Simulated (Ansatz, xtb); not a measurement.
## Ligand exchange: C2H3F + SiH3(SnH3) → C2H6Si + SnH3F

Species: C2H3F `C=CF`, singlet; SiH3(SnH3), singlet; C2H6Si (vinylsilane) `C=C[SiH3]`, singlet; SnH3F `[F][SnH3]`, singlet. The partners trade F for SiH3: C–F and Sn–SiH3 bonds give way to C–SiH3 and Sn–F.

Shapes, held fixed at every level: PBE0-D4/def2-TZVP. Programs: Ansatz 0.2.0, xtb 6.7.1, xtb 6.7.1 later snapshot. The zero-point and thermal change to 298 K, harmonic and unscaled (PBE0-D4/def2-TZVP), is -0.3 kJ/mol.

| level | kind | ΔH(298 K) (kJ/mol) | less CCSD(T)/def2-TZVPP | CPU time (sum over the molecules) |
| --- | --- | --- | --- | --- |
| GFN1-xTB | semi-empirical | -16.6 | +75.0 | 0.081 s |
| r2SCAN-D4/def2-TZVPP | meta-GGA | -86.9 | +4.7 | 27 s |
| PBE0-D4/def2-TZVPP | global hybrid | -77.5 | +14.1 | 16 s |
| r2SCAN0-D4/def2-TZVPP | global hybrid | -85.1 | +6.5 | 27 s |
| wB97M-V/def2-TZVPP | range-separated hybrid | -91.7 | -0.1 | 65 s |
| B2PLYP/def2-TZVPP | double hybrid | -96.1 | -4.5 | 28 s |
| MP2/def2-SVP | perturbation theory | -92.8 | -1.2 | – |
| CCSD(T)/def2-TZVPP | coupled cluster or CI | -91.6 | 0.0 | 3.5 min |

The highest level, CCSD(T)/def2-TZVPP, gives ΔH(298 K) = -91.6 kJ/mol; the levels span -96.1 to -16.6. GFN1-xTB strays far from the other rows. The column of differences is taken from that level and isn't an error. No measured value is set beside it here. For atoms past krypton def2 sets carry core potentials with scalar relativity. Correlated rows may include outer-core shells of Sn, which these sets cover unevenly. Times are processor times on shared x86 and Arm servers, and rough.

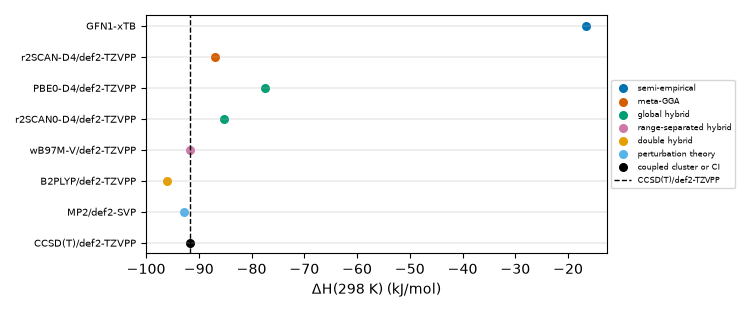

The values of the table, level by level.
